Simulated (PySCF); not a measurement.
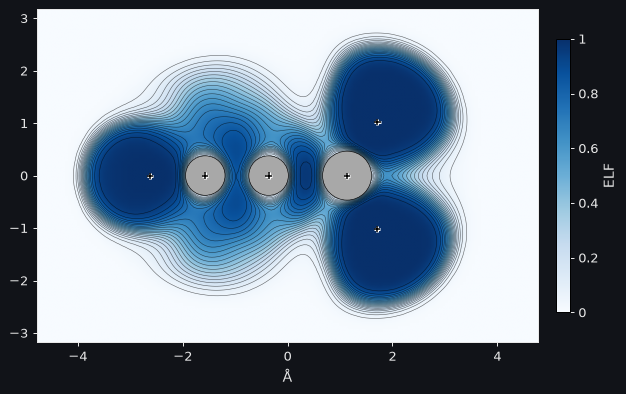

The electron localisation function on a plane through atoms (crosses mark nuclei in the plane; grey discs cover the cores).

Level of theory: PySCF, PBE0/pcSseg-1, SCF density, gas phase, non-relativistic.

Candidates:
A. C$_{2}$H$_{3}$B (SMILES BC#C)
B. B$_{2}$H$_{7}$PSi (SMILES BP(B)[SiH3])

### Which system is this?

Candidate A: C$_{2}$H$_{3}$B on the molecular plane, which holds B, C and H. C–C (1.21 Å): the ELF peaks at about 0.85 between the atoms; a multiple bond. C–B (1.50 Å): the ELF peaks at about 0.95 between the atoms, as expected for a covalent bond.
